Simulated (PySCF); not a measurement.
Vertical excitations of a molecule C3H9In from TDA-B3LYP/def2-SVPD in PySCF, as energy in eV (oscillator strength): 3.71 (0.001), 4.73 (0.000), 5.85 (0.017), 6.20 (0.282), 6.50 (0.023), 6.63 (0.000), 6.79 (0.204), 6.83 (0.000), 6.96 (0.004), 7.18 (0.259). Lowest triplet (TDA): 3.44 eV. Geometry: B3LYP-D3(BJ)/def2-SVP. The def2 effective core potentials stand for the cores of In; spin–orbit coupling is left out. The values are those of a single conformer.

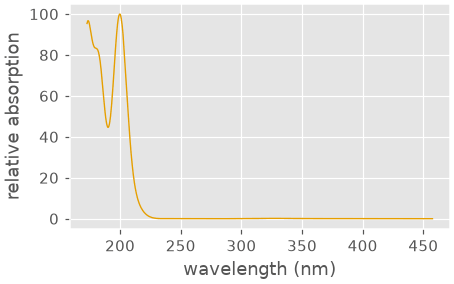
Figure. The lines broadened by 0.4 eV.

Task: Pick the molecule that these values belong to.
A) CC[CH2][InH2]
B) [CH3][In]([CH3])[CH3]
C) C[CH2][InH][CH3]
D) C[CH](C)[InH2]

Result: D, C[CH](C)[InH2]
